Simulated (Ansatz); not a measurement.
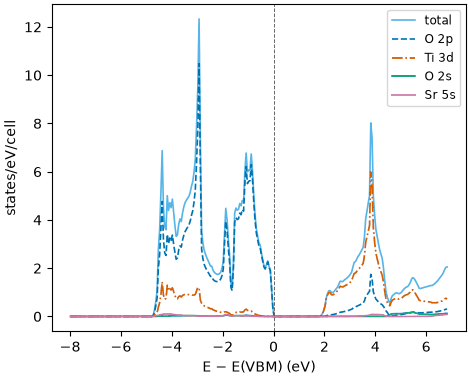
Figure. Total and projected density of states of SrTiO$_{3}$ (cubic perovskite, Pm-3m), DFT-PBEsol in the program Ansatz with PAW potentials

Which orbitals carry the states next to the gap?

Top 1 eV of the valence band: O 2p 95 %. Bottom 1 eV of the conduction band: Ti 3d 88 %, O 2p 10 %. Projections are on Löwdin-orthogonalised atomic valence shells; empty p or d shells of many metals are not among them.

Where is the tallest occupied peak in this window, and what makes it?

Near -2.9 eV, about 12 states/eV per cell; the largest projected share is O 2p.

Symmetry was held in the PBEsol relaxation. The run is not spin-polarised. Spin–orbit coupling is left out wherever it is not named.

Potentials: the later of the program's two PAW sets.
